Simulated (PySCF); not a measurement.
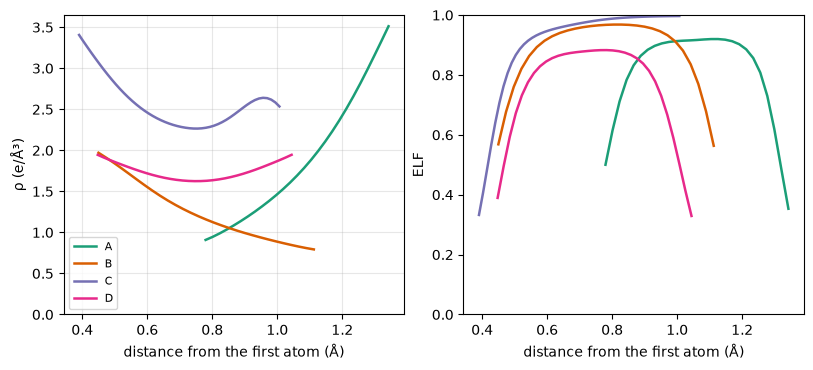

The picture shows: C4H12N2Si. Electron density and electron localisation function along straight lines between neighbouring atoms. The curves leave out the atomic cores.

Geometry: GFN2-xTB.

Computed with PySCF 2.14.0, PBE0/pcSseg-1, SCF density, gas phase, non-relativistic.

Input

```
{"job": {"kind": "nmr", "xc": "PBE0", "basis": "pcSseg-1"}, "charge": 0, "multiplicity": 1}
C     -1.153217    -1.662104    -1.190670
Si    -0.749792    -0.165405    -0.084076
N     -1.988552     1.010476    -0.377957
N     -0.860554    -0.397122     1.628671
C      1.024031     0.384987    -0.452626
C      2.170218     0.042932     0.456347
C      1.678307     1.448976     0.382820
H     -2.166607    -2.009355    -1.018766
H     -1.065044    -1.419315    -2.244459
H     -0.480484    -2.490569    -0.991609
H     -2.202847     1.236127    -1.335136
H     -1.958686     1.856454     0.168489
H     -0.267760    -1.090677     2.053667
H     -1.786734    -0.462698     2.019135
H      1.285446     0.416972    -1.505280
H      3.126032    -0.192877     0.010602
H      1.962665    -0.517568     1.354487
H      2.296470     2.186709    -0.108476
H      1.127304     1.833308     1.227376
```

Launched as:

```sh
OMP_NUM_THREADS=1 python probes_run.py task.json out
```

**Which curve belongs to which contact (C–C, C–Si, N–H and Si–N)? The first atom named is at distance zero.**

Curve A: Si–N (1.73 Å): ρ is about 1.1 e/Å³ halfway; the ELF peaks at about 0.90 between the atoms, as expected for a polar covalent bond. Curve B: C–Si (1.89 Å): ρ at the midpoint is about 0.94 e/Å³; the ELF peaks at about 0.95 between the atoms (localised, covalent bonding). Curve C: N–H (1.01 Å): ρ is about 2.8 e/Å³ halfway; the ELF climbs to about 1 towards the hydrogen, as it does in any bond to H (an ordinary covalent bond to hydrogen). Curve D: C–C (1.49 Å): ρ is about 1.6 e/Å³ halfway; the ELF peaks at about 0.90 between the atoms: localised, covalent bonding.
